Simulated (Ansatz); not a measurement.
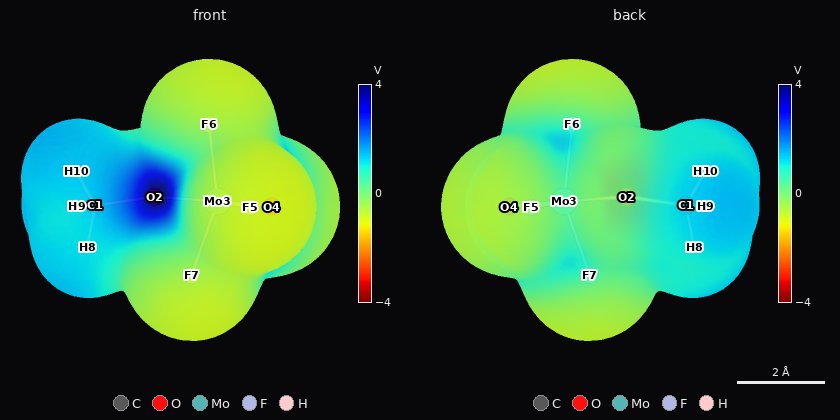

Figure. CH3F3MoO2 (SMILES C[O][Mo](=[O])([F])([F])[F]). The electrostatic potential painted on the density surface at 0.002 e/bohr³, seen from the front and from behind; red is negative and blue positive.

Geometry: PBE0-D4/def2-TZVP; core potentials replace the inner electrons of Mo.

Level of theory: RKS PBE0-D4/def2-TZVPP (Ansatz).

```
atom    x (Å)    y (Å)    z (Å)
   C   0.5772  -1.5920   0.1910
   O  -0.4483  -0.6503   0.0260
  Mo  -0.5702   1.1654  -0.1569
   O  -2.0606   1.3811  -0.8232
   F   0.1593   2.8585  -0.0624
   F  -0.7568   1.3307   1.6760
   F   0.6617   0.9665  -1.5373
   H   1.3582  -1.4085  -0.5543
   H   0.1592  -2.5894   0.0488
   H   1.0032  -1.5133   1.1953
```

Where is the surface potential most negative and most positive?

The most negative region (about −1.0 V) lies over F5, the most positive (about +3.8 V) over Mo3.
